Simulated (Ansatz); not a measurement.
# One shape, several levels: AlCl2 (SMILES [Cl][Al][Cl])

Wanted: a comparison of 6 runs (U-r2SCAN/STO-3G, U-wB97M-V/STO-3G, UBHLYP/STO-3G, UCCSDT(Q)/STO-3G, UCCSDTQ/STO-3G, UCCSD(T)/STO-3G) of AlCl2. 

The results are computed with Ansatz 0.2.0.

32 further runs of the same task are left out: 4 that didn't finish, 28 set aside as unsound or not needed.

## 1. The molecule

AlCl2 has 3 atoms, charge 0, and is taken as a doublet. SMILES: `[Cl][Al][Cl]`. The Al2–Cl1 distance was set to 2.627 Å, away from the relaxed value.

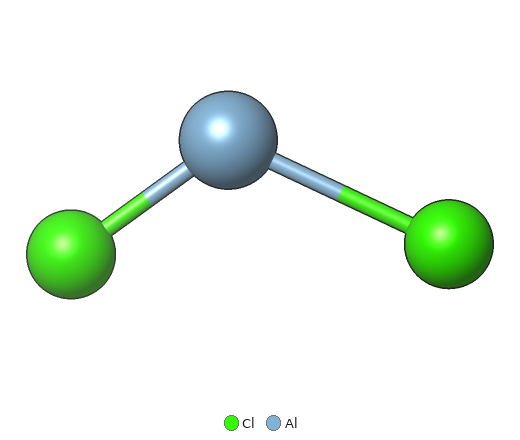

Viewed from a chosen angle; chlorine green, aluminium light blue.

## 2. The energy at U-r2SCAN/STO-3G (run 1)

Contents of in.yaml:

```yaml
crystal:
  periodic: [false, false, false]
  atoms:
    - {symbol: Cl, position_ang: [1.826516, 0.955198, 1.092670]}
    - {symbol: Al, position_ang: [-0.432100, 0.520700, -0.177200]}
    - {symbol: Cl, position_ang: [-0.953600, -1.453800, -0.674700]}
basis:
  gaussian:
    orbitals: STO-3G
magnetization:
  spin_polarized: true
  initial_magnetization: 1
hamiltonian:
  xc: r2scan
accuracy: high
```

Launch:

```console
$ ansatz run in.yaml --threads 1 --pin off --max-ram 2610MiB --events-out events.jsonl --progress --plain --runs-dir runs
```

Log:

```text
Warning: RAYON_NUM_THREADS=1 ignored (pool sized by the plan → 1); use --threads N
Functional definition: r2SCAN
  name "r2SCAN"
  parameter k0 = 0.174
  parameter k1 = 0.065
  parameter a1 = 4.9479
  exchange = r2scan_x(k0 = k0, k1 = k1, a1 = a1)
  correlation = r2scan_c
464 factors; integrals over basis functions are off by at most 1.9e-8 eV
mean field evaluation 1: about -31286.7264 eV, gradient 1.7e1 eV
mean field evaluation 2: about -31235.9374 eV, gradient 7.4e1 eV
mean field evaluation 4: about -31290.2269 eV, gradient 4.5e0 eV
mean field evaluation 8: about -31290.5463 eV, gradient 1.8e-2 eV
mean field evaluation 16: about -31290.5463 eV, gradient 9.4e-7 eV
mean field -31290.54630744 eV, -1149.9063673043 hartree, gradient 1.5e-8 eV, S^2 0.755902; 0 other end points of the search recorded, 0 dependent functions left out
reference -31290.54630804 eV, -1149.9063673265 hartree; 24, 23 occupied and 3, 4 virtual orbitals, 464 factors
Total energy: -31290.54630804 eV, -1149.9063673265 hartree
```

Run time: 5.7 s. Hardware: 1 thread of Arm Neoverse V2, shared host; peak memory 0.25 GiB.

## 3. A single-point energy at U-wB97M-V/STO-3G (run 2)

Contents of job.yaml:

```yaml
crystal:
  periodic: [false, false, false]
  atoms:
    - symbol: Cl
      position_ang: [1.826516, 0.955198, 1.092670]
    - symbol: Al
      position_ang: [-0.432100, 0.520700, -0.177200]
    - symbol: Cl
      position_ang: [-0.953600, -1.453800, -0.674700]
basis:
  gaussian: {orbitals: STO-3G}
magnetization: {spin_polarized: true, initial_magnetization: 1}
hamiltonian: {xc: {name: wB97M-V}}
accuracy: high
```

Launch:

```console
$ ansatz run job.yaml --threads 1 --pin off --max-ram 2610MiB --events-out events.jsonl --progress --plain --runs-dir runs
```

Log, cut to the lines that bear on the results:

```text
Warning: RAYON_NUM_THREADS=1 ignored (pool sized by the plan → 1); use --threads N
Functional definition: wB97M-V
  name "wB97M-V"
[...]
  gx(w, u) = 1 - cx + cx01*u + cx10*w
  gss(w, u) = css00 + css04*u^4 + css10*w + css20*w^2 + css43*w^4*u^3
  gos(w, u) = cos00 + cos10*w + (cos20 + cos21*u)*w^2 + (cos60 + cos61*u)*w^6
[...]
      + integral(e_c_pw_mod_opposite_spin*gos(b97_w_opposite, b97_u_opposite)) + vv10(b, c)
464 factors; integrals over basis functions are off by at most 1.9e-8 eV
157 factors; integrals over basis functions are off by at most 5.4e-10 eV
[...]
mean field -31294.86619317 eV, -1150.0651201768 hartree, gradient 2.6e-8 eV, S^2 0.757780; 0 other end points of the search recorded, 0 dependent functions left out
reference -31294.86619527 eV, -1150.0651202541 hartree; 24, 23 occupied and 3, 4 virtual orbitals, 464 factors
Total energy: -31294.86619527 eV, -1150.0651202541 hartree
```

It took 26 s on 1 thread of Arm Neoverse V2, shared host; peak memory 0.54 GiB.

Runs 3 to 5 aren't shown in full; the table further down has their settings and results.

## 4. The energy at UCCSD(T)/STO-3G (run 6)

Contents of input.yaml:

```yaml
crystal:
  periodic: [false, false, false]
  atoms:
    - symbol: Cl
      position_ang: [1.826516, 0.955198, 1.092670]
    - symbol: Al
      position_ang: [-0.432100, 0.520700, -0.177200]
    - symbol: Cl
      position_ang: [-0.953600, -1.453800, -0.674700]
basis:
  gaussian:
    orbitals: STO-3G
scf:
  omitted_lower_state_checks: [cluster_reference, increment]
correlation:
  method: ccsd_t
  frozen_orbitals: {Al: 5, Cl: 5}
magnetization:
  spin_polarized: true
  initial_magnetization: 1
total_charge: 0
accuracy: high
```

Launch:

```console
$ ansatz run input.yaml --threads 1 --pin off --max-ram 2610MiB --events-out events.jsonl --progress --plain --runs-dir runs
```

Log, cut to the lines that bear on the results:

```text
Warning: RAYON_NUM_THREADS=1 ignored (pool sized by the plan → 1); use --threads N
Functional definition: HF
  name "HF"
[...]
464 factors; integrals over basis functions are off by at most 1.9e-8 eV
[...]
mean field -31245.61836477 eV, -1148.2552958646 hartree, gradient 2.0e-8 eV, S^2 0.780823; 3 other end points of the search recorded, 0 dependent functions left out
15 core orbitals not correlated: weight in the atoms' cores, before any rotation towards them, 1.000 or more for the frozen orbitals, at most 0.000 for the correlated occupied ones
reference -31245.61836477 eV, -1148.2552958646 hartree; 9, 8 occupied and 3, 4 virtual orbitals, 464 factors
second order -0.59887076 eV of doubles, -0.00000000 eV of singles
cycle   1  -0.72668842 eV  change   -1.3e-1 eV  update   6.0e-2
[...]
cycle  26  -0.88567719 eV  change  -2.9e-10 eV  update   1.3e-9
perturbative correction -0.03642992 eV, -0.0013387749 hartree
Total energy: -31246.54047188 eV, -1148.2891826758 hartree
Checks for a lower state left out: cluster_reference, increment
```

Run time: 0.78 s. Hardware: 1 thread of Arm Neoverse V2, shared host.

## 5. Overview of the runs

```csv
run,level,frozen core orbitals,energy (Eh),⟨S²⟩,wall time
1,U-r2SCAN/STO-3G,–,-1149.906367,0.756,5.7 s
2,U-wB97M-V/STO-3G,–,-1150.065120,0.758,26 s
3,UBHLYP/STO-3G,–,-1149.989715,0.763,2.1 s
4,UCCSDT(Q)/STO-3G,15,-1148.289540,0.781,2.9 s
5,UCCSDTQ/STO-3G,15,-1148.289507,0.781,54 s
6,UCCSD(T)/STO-3G,15,-1148.289183,0.781,0.78 s
```

## 6. What came out

```
                                           quantity           value
                                run 6: total energy  -1148.28918 Eh
run 6: correlation energy (15 core orbitals frozen)       -33.9 mEh
                              run 6: (T) correction       -1.34 mEh
           run 6: ⟨S²⟩ of the reference determinant           0.781
                               run 6: T1 diagnostic           0.016
```

What this shows: Totals of different functionals can't be ranked against each other. In runs 1, 2, 3, 4, 5, 6 the basis is minimal, so the values are rough. All runs together took 91 s, the longest 54 s.
